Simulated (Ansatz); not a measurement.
H$_{12}$O$_{4}$Si$_{4}$

The calculation's input:

```
crystal:
  periodic: [false, false, false]
  atoms:
    - {symbol: Si, position_ang: [-0.902326, 0.234547, 0.431382]}
    - {symbol: O, position_ang: [0.003540, 0.395742, -1.230418]}
    - {symbol: Si, position_ang: [1.083657, -0.652076, -1.922101]}
    - {symbol: O, position_ang: [-0.147286, 1.559594, 1.025167]}
    - {symbol: Si, position_ang: [1.058969, 2.556475, 0.524507]}
    - {symbol: O, position_ang: [-0.205205, -1.243469, 0.624379]}
    - {symbol: Si, position_ang: [-0.303363, -2.514696, 1.658848]}
    - {symbol: H, position_ang: [-1.993411, 0.124349, 1.442067]}
    - {symbol: H, position_ang: [-1.203526, 0.656646, -1.523366]}
    - {symbol: O, position_ang: [-2.143601, 0.545822, -0.887849]}
    - {symbol: H, position_ang: [0.454857, -1.965505, -2.213891]}
    - {symbol: H, position_ang: [1.518734, -0.035488, -3.202361]}
    - {symbol: H, position_ang: [2.257357, -0.833858, -1.036766]}
    - {symbol: H, position_ang: [2.280872, 1.800169, 0.148699]}
    - {symbol: H, position_ang: [0.616232, 3.376847, -0.633579]}
    - {symbol: H, position_ang: [1.376800, 3.458045, 1.659522]}
    - {symbol: H, position_ang: [-0.524789, -3.749693, 0.865338]}
    - {symbol: H, position_ang: [-1.421622, -2.335066, 2.620223]}
    - {symbol: H, position_ang: [0.975998, -2.629799, 2.402545]}
    - {symbol: H, position_ang: [-2.781986, 1.251515, -0.752445]}
basis:
  gaussian: {orbitals: def2-TZVPP}
hamiltonian: {xc: pbe0, dispersion: d4}
output: {orbitals: {seedname: orbitals}}
```

Launched as:

```sh
ansatz run in.yaml --threads 4 --pin off --events-out ev --progress --plain --max-ram 63488MiB --backend cuda --devices 0, --max-vram 37GiB
```

A transition-state structure; geometry: PBE0-D4/def2-TZVP.

These are results of Ansatz 0.2.0, RKS PBE0-D4/def2-TZVPP, not measurements.

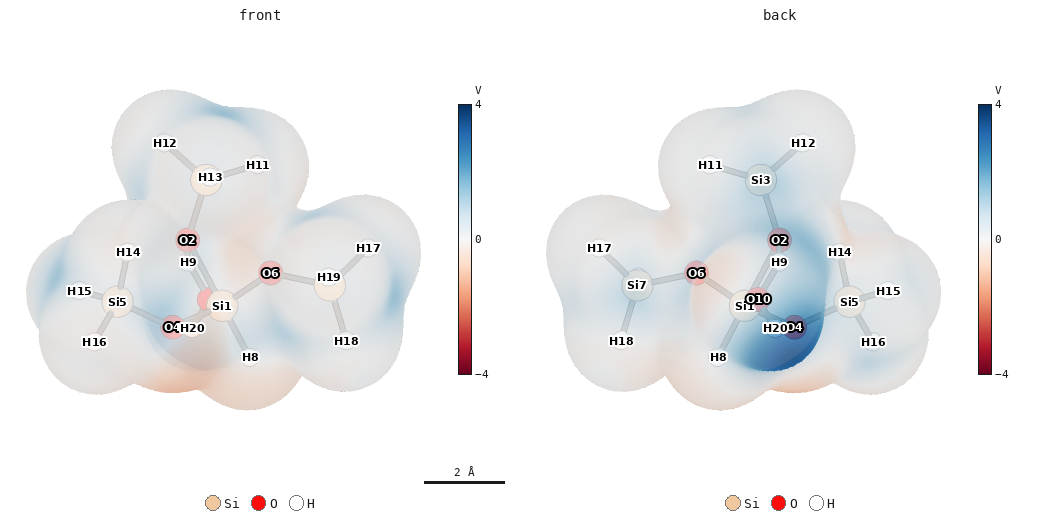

Figure 1. The molecular electrostatic potential painted on the density surface at 0.002 e/bohr³, seen from the front and from behind; red is negative and blue positive.

Which sites attract a positive test charge, and which a negative one?

Answer. A positive charge is drawn to the negative regions and a negative charge to the positive ones. The most negative region (about −1.0 V, or −23 kcal/mol for a unit charge) lies over O4, the most positive (about +3.3 V, or +76 kcal/mol for a unit charge) over H20. O4 is the likeliest acceptor of a hydrogen bond.

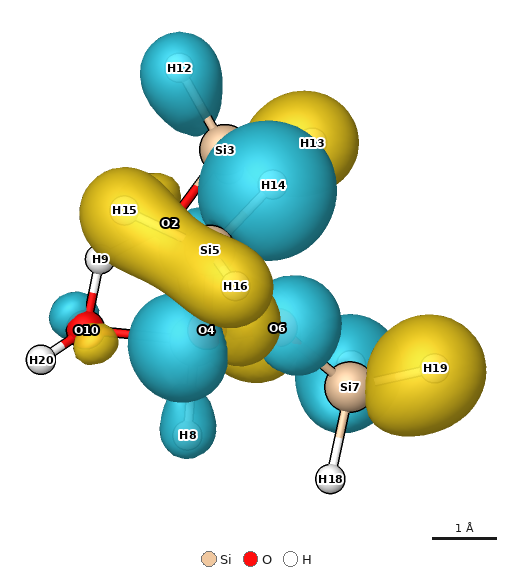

Figure 2. The HOMO−1 at ±0.08 Å⁻³ᐟ² (yellow and cyan are the two phases), seen at an oblique angle.

Where does this orbital lie, and at what energy?

Answer. By Hirshfeld shares it lies mainly on O4 (about 20 %), Si5 (about 15 %), O6 (about 10 %), H14 (about 10 %) and Si7 (about 5 %). Its energy is −8.75 eV.

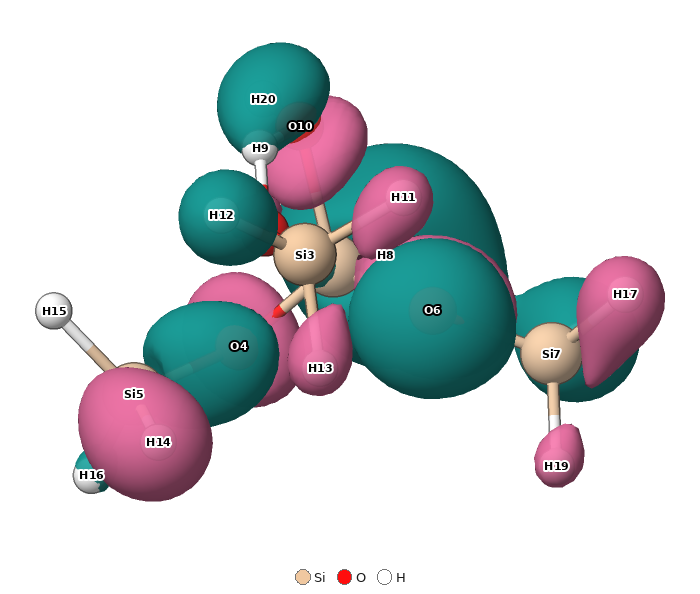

Figure 3. The HOMO at ±0.06 Å⁻³ᐟ² (teal and pink are the two phases), seen from one side.

Where does this orbital lie, and at what energy?

Answer. It lies mainly on H8 (about 30 %), O6 (about 20 %), Si1 (about 20 %) and O4 (about 10 %). Its energy is −8.43 eV.
